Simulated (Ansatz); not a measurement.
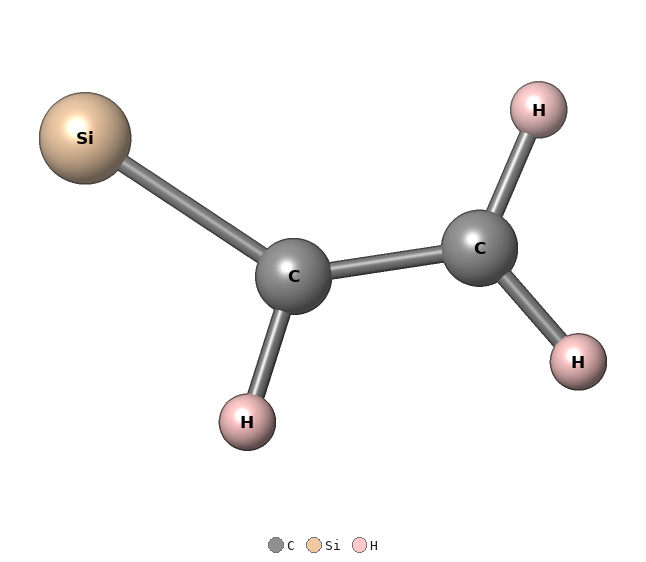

All atoms lie in one plane, which faces the viewer. State: neutral, doublet. Computed geometry: PBE-D4/def2-SVP optimisation. No frequency run is at hand to confirm it as a minimum.

Which symmetry elements does this geometry have?

It has 1 mirror plane, so the point group is Cs. The group has 2 operations. The geometry is achiral, and symmetry allows a dipole moment.
